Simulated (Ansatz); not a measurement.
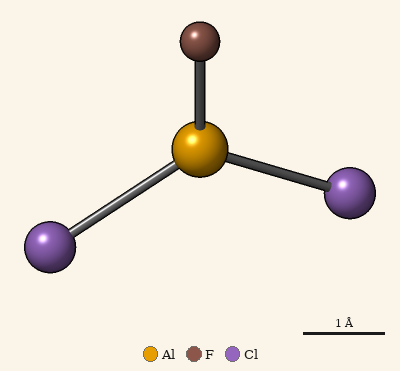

This is the input geometry for a relaxation of AlCl$_{2}$F. Style: ball-and-stick. Shown from a free direction.

The run prepares the start of a later molecular dynamics calculation, from a guessed geometry.

Theory: Ansatz, RKS r2SCAN/6-31G*.

Input
```yaml
crystal:
  periodic: [false, false, false]
  atoms:
    - { symbol: Al, position_ang: [0.0, 0.0, 0.0] }
    - { symbol: F, position_ang: [0.0, 0.0, 1.69] }
    - { symbol: Cl, position_ang: [1.9312, 0.0, -1.115] }
    - { symbol: Cl, position_ang: [-1.9312, 0.0, -1.115] }
basis:
  gaussian: { orbitals: "6-31G*" }
hamiltonian:
  xc: r2scan
relax:
  f_tol: 0.02
  max_steps: 40
```

Command:
```bash
ansatz run input.yaml --threads 1 --pin off --max-ram 2048MiB --backend cpu --events-out ev --progress --plain --runs-dir out
```

Question: Where does the relaxation end?

Answer: The largest moves after the best rigid fit, 0.14 Å, are those of Cl3 and Cl4. By element the largest moves are Cl 0.14 Å, F 0.08 Å, Al 0.03 Å. Near-neighbour distances that change, for instance: Al1–Cl3 2.230 → 2.076 Å, Al1–F2 1.690 → 1.641 Å. The energy falls by 38.7 kJ/mol in 4 geometry steps. The largest force component goes from 1.8 to 0.0014 eV/Å. The run took 23 s on 1 thread of Arm Neoverse V1, with other jobs on the host, peak memory 0.13 GiB.

History of the run:

| step | E − E(0), kJ/mol | largest force component, eV/Å |
| --- | --- | --- |
| 0 | 0.00 | 1.8152 |
| 1 | -36.51 | 0.7968 |
| 2 | -38.55 | 0.3376 |
| 3 | -38.74 | 0.0213 |
| 4 | -38.75 | 0.0014 |

The structure at the end:

```xyz
4

Al    0.0000    0.0000   -0.0323
F     0.0000    0.0000    1.6087
Cl    1.8045    0.0000   -1.0582
Cl   -1.8045    0.0000   -1.0582
```

After the run, drawn alike:

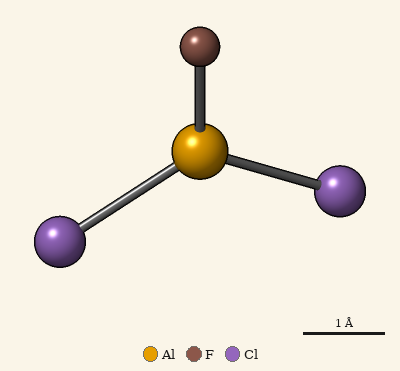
